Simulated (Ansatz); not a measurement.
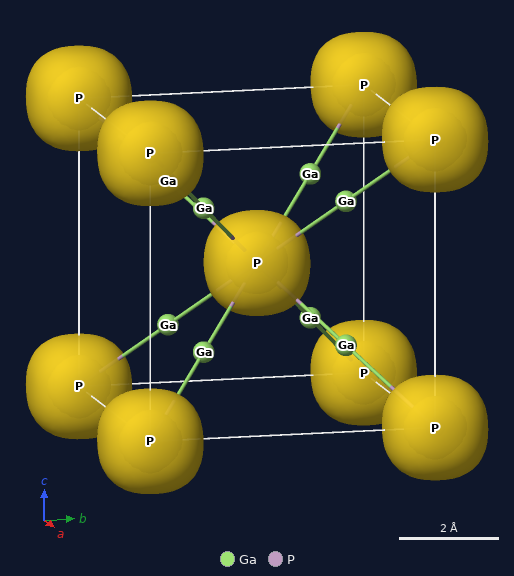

Figure 1: Ga₄P. Isosurface of the electron localisation function at 0.65 (yellow), seen slightly off an axis. Only the valence region is drawn (cores and ρ < 0.01 e/Å³ removed). Sticks mark near contacts.

Space group Im-3m; a structure generated by program, which may or may not match a known phase; computed without spin polarisation.

Computed with Ansatz 0.2.0, DFT PBE, scalar-relativistic, plane waves, PAW.

### Identify the bonds, lone pairs and shells in this picture.

The surface consists of two regions wrapped around P (the valence shell of each), counted in one cell of 10 atoms. Any copies at cell faces, edges or corners count once. Profiles from the grid: Ga–P (2.58 Å): the ELF peaks at about 0.85 in the valence shell of P, 0.8 Å from its nucleus, and drops to about 0.30 between the two atoms.
